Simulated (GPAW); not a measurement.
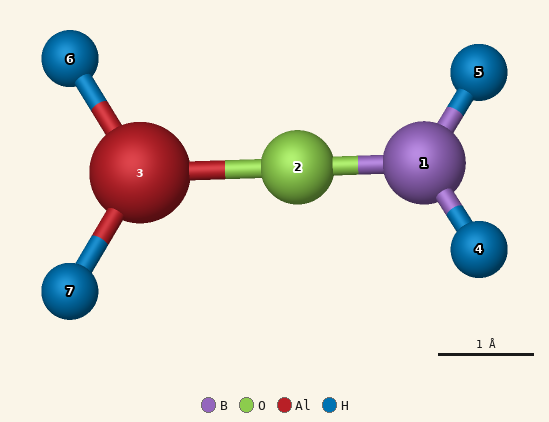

The structure (ball-and-stick view, seen at a tilt; atoms are numbered from 1 in the order of the input). Sticks mark near contacts. Bond lengths as drawn: Al–H 1.53 Å, Al–O 1.66 Å, B–H 1.18 Å and B–O 1.34 Å.

Calculation of the molecule and its ions, with input and output: AlBH4O

AlBH4O, computed with PBE/real-space grid, scalar-relativistic datasets (GPAW 26.7.0).

The geometry comes from this level: GFN2-xTB.

## Output
```
neutral       -31.60129 eV
oxidised      -22.16105 eV
Vertical IP             9.440 eV
```

This output came from the following input.

## Input file (molecule.py)
```python
from ase.io import read
from gpaw import GPAW

molecule = read('molecule.xyz')
molecule.center(vacuum=4.5)

energies = {}
for name, charge, unpaired in [('neutral', 0, 0), ('oxidised', 1, 1)]:
    molecule.set_initial_magnetic_moments([unpaired / len(molecule)] * len(molecule))
    calc = GPAW(mode='fd',
                h=0.18,
                xc='PBE',
                charge=charge,
                occupations={'name': 'fermi-dirac', 'width': 0.0, 'fixmagmom': unpaired > 0},
                maxiter=100,
                symmetry='off',
                txt=f'{name}.txt')
    molecule.calc = calc
    energies[name] = molecule.get_potential_energy()
    print(f'{name:10} {energies[name]:12.5f} eV')

ip = energies['oxidised'] - energies['neutral']
print(f'Vertical IP             {ip:.3f} eV')
```

## File molecule.xyz
```
7

B     -1.239790     0.460500    -0.755050
O     -0.151010     0.055000    -0.092790
Al     1.203290    -0.447170     0.732080
H     -1.722060    -0.243360    -1.565440
H     -1.702020     1.516540    -0.519180
H      1.819640     0.486770     1.781480
H      1.791950    -1.828280     0.418900
```

Run as:
```bash
python3 molecule.py
```

## Key numbers

```tsv
quantity	value
outcome	converged
ionisation energy	9.44 eV
hardware	1 thread of Arm Neoverse V2, 24 GiB of memory available, shared host
wall time	62 s
peak memory	1.1 GiB
```
